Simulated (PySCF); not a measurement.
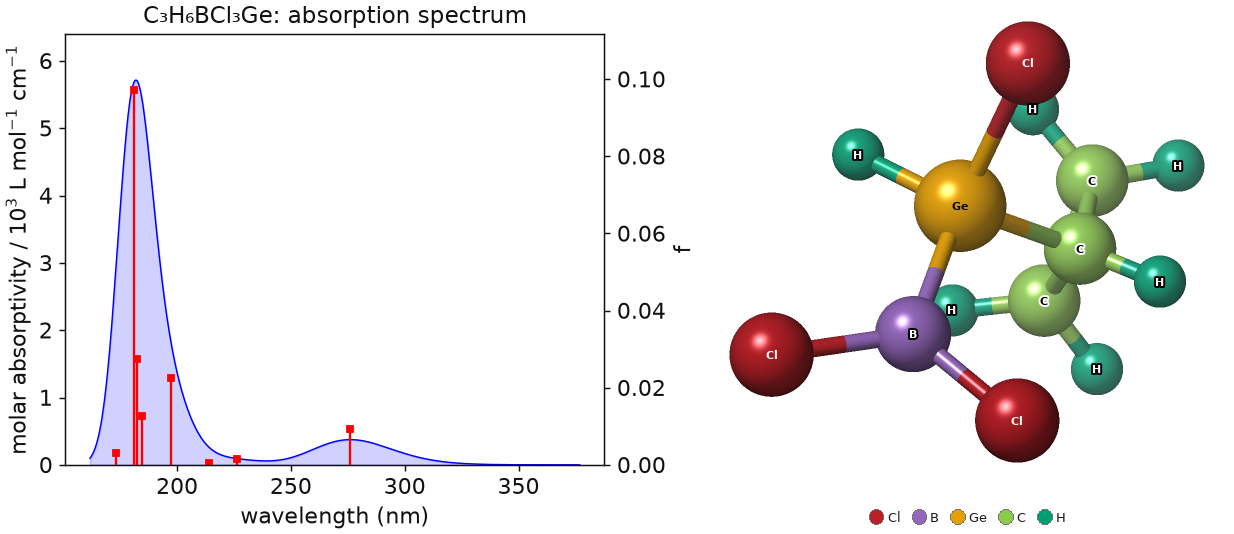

Computed absorption of C₃H₆BCl₃Ge, SMILES Cl[B](Cl)[Ge@@H]([Cl])[CH]1CC1, singlet. Vertical TDDFT excitations, ωB97X-D/def2-SVPD with PySCF, at a GFN2-xTB geometry (no frequency check), gas phase. Only the first 8 singlet excitations are included; each is broadened by a Gaussian of 1/e half-width 0.40 eV. Sticks give oscillator strengths (right axis).

Which of the computed transitions is the brightest, and what character does the calculation give it?

Answer. S7 at 6.85 eV (181 nm), f = 0.097, mainly HOMO−7 → LUMO (89 %) (S6 lies within 0.06 eV, too close to order).

List the transitions behind the spectrum.

Answer.
| state | E (eV) | λ (nm) | f | main character |
| --- | --- | --- | --- | --- |
| S1 | 4.49 | 276 | 0.009 | HOMO → LUMO (83 %) |
| S2 | 5.48 | 226 | 0.002 | HOMO−1 → LUMO (74 %) |
| S3 | 5.79 | 214 | 0.001 | HOMO−4 → LUMO (63 %) |
| S4 | 6.29 | 197 | 0.022 | HOMO−2 → LUMO (68 %) |
| S5 | 6.72 | 185 | 0.013 | HOMO−5 → LUMO (32 %) |
| S6 | 6.79 | 183 | 0.027 | HOMO−3 → LUMO (68 %) |
| S7 | 6.85 | 181 | 0.097 | HOMO−7 → LUMO (89 %) |
| S8 | 7.17 | 173 | 0.003 | HOMO−6 → LUMO (58 %) |

Known limits of this run: the tight-binding geometry is rougher than a DFT one and adds to the error; one conformer of a flexible molecule; core orbitals are frozen in the response.
